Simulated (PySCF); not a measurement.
**NMR shielding calculation, with input and output: C6H15NOSi**

The run: NMR shielding calculation of C6H15NOSi, SMILES CCO[SiH2]N1CCCC1. Method and program: GIAO PBE0/pcSseg-1 NMR shielding, non-relativistic, IEF-PCM chloroform (PySCF 2.14.0).

The geometry comes from this level: PBE0-D3(BJ)/def2-SVP. It belongs to a series of runs on one base structure; here: solvent chloroform. Figures and captions count atoms from 1; the log counts them from 0 in places.

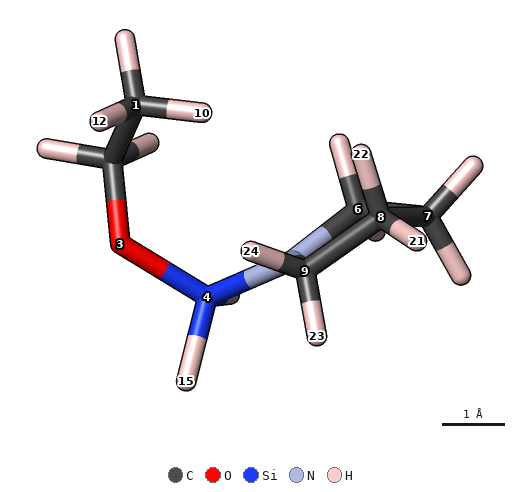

The structure (stick view, seen at a tilt; atoms are numbered from 1 in the order of the input).

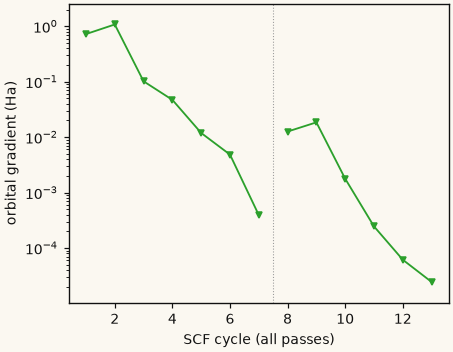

Convergence of the self-consistent field: orbital gradient against the SCF cycle. The dotted line marks the change from a coarse to the final integration grid. The first 7 cycles use a coarse grid, the final grid takes over at cycle 8, and the field converges after 13 cycles in all.

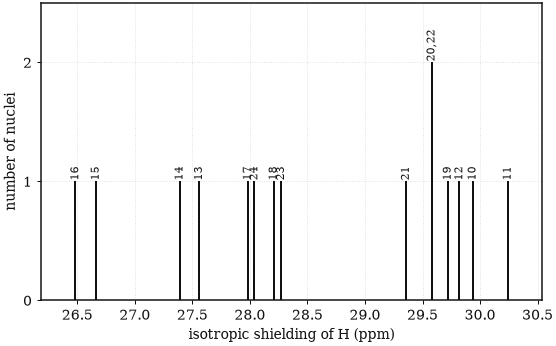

Isotropic shieldings of the hydrogen nuclei in this fixed geometry, labelled by atom number; shielding grows to the right, so chemical shift grows to the left. The least shielded is H16 (26.5 ppm), the most shielded H11 (30.2 ppm).

The input and output of the run follow.

### Input file
```
{"job": {"kind": "nmr", "xc": "PBE0", "basis": "pcSseg-1", "solvent": "chloroform", "pop": false}, "charge": 0, "multiplicity": 1}
C      2.242401     0.465949     1.231031
C      2.811154     0.124483    -0.132039
O      2.172804     0.837412    -1.161415
Si     0.811410     0.283604    -1.954301
N     -0.555460    -0.010079    -0.947719
C     -0.988678    -1.313440    -0.461607
C     -2.420010    -1.065830    -0.002121
C     -2.319132     0.334716     0.591906
C     -1.380562     1.054866    -0.378206
H      1.185517     0.165676     1.299879
H      2.801392    -0.045087     2.030186
H      2.300694     1.550816     1.406187
H      2.744717    -0.969214    -0.305309
H      3.884441     0.378872    -0.165648
H      0.510676     1.376111    -2.917341
H      1.118297    -1.024642    -2.610574
H     -0.915139    -2.082428    -1.247292
H     -0.378976    -1.667791     0.396201
H     -3.096787    -1.062616    -0.872534
H     -2.782586    -1.822574     0.708961
H     -3.287797     0.843110     0.703664
H     -1.856568     0.279762     1.591418
H     -1.953943     1.575126    -1.169172
H     -0.778050     1.823043     0.138043
```

The first line tells a small driver script what to run in PySCF; the rest is the geometry in Å.

Launch command:
```bash
OMP_NUM_THREADS=1 python <driver script> task.json out
```

### What the program printed
```
coarse grid: 19592 points
cycle   1  E = -656.4104945250  dE =  9.307e-01  |g| = 7.230e-01  |ddm| = 4.233e+00
cycle   2  E = -656.2923010463  dE =  1.182e-01  |g| = 1.077e+00  |ddm| = 1.566e+00
cycle   3  E = -656.5131330508  dE = -2.208e-01  |g| = 1.017e-01  |ddm| = 1.056e+00
cycle   4  E = -656.5147215823  dE = -1.589e-03  |g| = 4.705e-02  |ddm| = 1.022e-01
cycle   5  E = -656.5151879168  dE = -4.663e-04  |g| = 1.189e-02  |ddm| = 4.402e-02
cycle   6  E = -656.5152121721  dE = -2.426e-05  |g| = 4.843e-03  |ddm| = 1.323e-02
cycle   7  E = -656.5152171581  dE = -4.986e-06  |g| = 3.934e-04  |ddm| = 3.911e-03
final grid: 181960 points
cycle   8  E = -656.5789753509  dE = -4.223e-05  |g| = 1.261e-02  |ddm| = 3.332e-02
cycle   9  E = -656.5789396829  dE =  3.567e-05  |g| = 1.848e-02  |ddm| = 2.293e-02
cycle  10  E = -656.5790093295  dE = -6.965e-05  |g| = 1.778e-03  |ddm| = 1.415e-02
cycle  11  E = -656.5790099789  dE = -6.494e-07  |g| = 2.455e-04  |ddm| = 1.482e-03
cycle  12  E = -656.5790099910  dE = -1.212e-08  |g| = 6.141e-05  |ddm| = 2.770e-04
cycle  13  E = -656.5790099917  dE = -7.212e-10  |g| = 2.442e-05  |ddm| = 9.262e-05
converged SCF energy = -656.5790099917

GIAO shielding tensors (ppm)
atom      isotropic    diamagn.    paramagn.     s11        s22        s33       span
  0 C      163.971     250.829     -86.858    146.102    162.319    183.492     37.389
  1 C      121.996     244.264    -122.268     91.481    108.385    166.123     74.642
  2 O      268.039     399.434    -131.395    220.106    263.039    320.973    100.868
  3 Si     382.289     881.570    -499.281    348.320    388.848    409.698     61.377
  4 N      204.095     330.147    -126.052    156.970    177.400    277.914    120.944
  5 C      132.012     243.639    -111.628    102.535    130.384    163.116     60.581
  6 C      154.459     250.567     -96.108    135.770    161.388    166.220     30.450
  7 C      153.736     250.602     -96.865    129.285    163.377    168.547     39.262
  8 C      136.497     243.356    -106.859    108.906    131.875    168.711     59.805
  9 H       29.935      34.560      -4.624     24.572     29.321     35.912     11.340
 10 H       30.241      29.368       0.872     26.368     27.015     37.339     10.972
 11 H       29.820      30.473      -0.653     27.104     27.457     34.899      7.796
 12 H       27.558      30.881      -3.323     24.156     26.797     31.720      7.564
 13 H       27.389      27.132       0.257     21.898     26.695     33.574     11.676
 14 H       26.661      30.005      -3.344     22.680     25.071     32.231      9.551
 15 H       26.483      30.581      -4.097     22.399     25.493     31.559      9.160
 16 H       27.982      30.303      -2.321     23.287     26.934     33.725     10.437
 17 H       28.206      32.108      -3.902     22.212     27.983     34.423     12.211
 18 H       29.719      29.577       0.142     25.137     27.073     36.948     11.811
 19 H       29.574      29.169       0.405     25.417     26.296     37.010     11.593
 20 H       29.356      28.860       0.496     24.856     26.331     36.880     12.024
 21 H       29.582      31.645      -2.063     25.102     27.783     35.863     10.761
 22 H       28.271      29.892      -1.621     22.873     26.307     35.631     12.758
 23 H       28.039      31.707      -3.668     23.083     27.831     33.204     10.121
```

### Key numbers

- outcome: converged
- total energy: −656.579010 hartree
- HOMO: −6.20 eV
- LUMO: 1.23 eV
- dipole moment: 2.70 D
- isotropic shielding, C: 122.0 to 164.0 ppm
- isotropic shielding, O: 268.0 ppm
- isotropic shielding, Si: 382.3 ppm
- isotropic shielding, N: 204.1 ppm
- isotropic shielding, H: 26.5 to 30.2 ppm
- hardware: 1 CPU thread, shared host
- wall time: 1.7 min
- peak memory: 1.2 GiB
